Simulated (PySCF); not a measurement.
HCl (charge −1, doublet)

```csv
atom,x (Å),y (Å),z (Å)
H,0.0000,0.0000,-1.3501
Cl,0.0000,0.0000,0.0389
```

Level of theory: PBE0/aug-cc-pVDZ-DK/X2C, spin-free X2C-1e, Gaussian nucleus, at a bond length of 1.389 Å (PySCF).

### What will maps of the electron density, electron localisation function and spin density show?

Cl–H (1.39 Å): ρ is about 1.6 e/Å³ halfway; the ELF climbs to about 1 towards the hydrogen, as it does in any bond to H (a covalent bond by its length).
The unpaired spin (1 electron) lies mostly on H1 (about 0.7) and Cl2 (about 0.3), in electrons by Hirshfeld's partition.

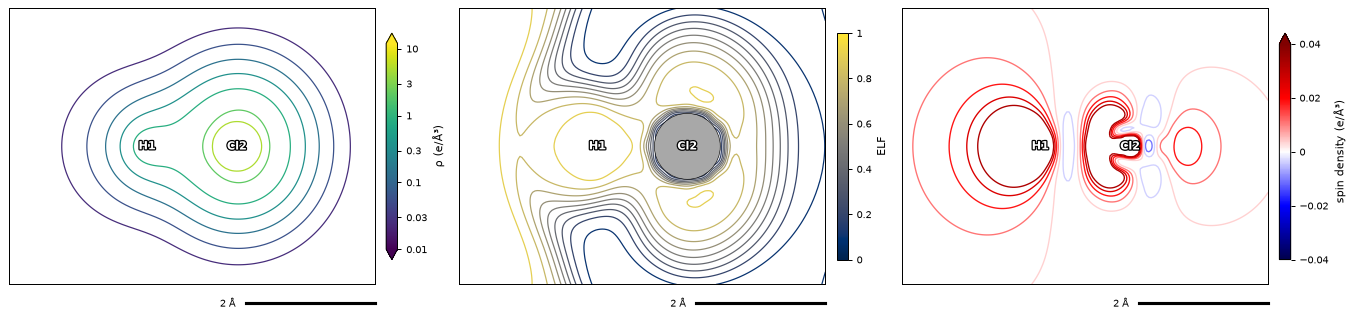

Computed electron density, electron localisation function and spin density on a plane that holds the molecular axis, in this order. Grey discs cover the atomic cores in the ELF map. 
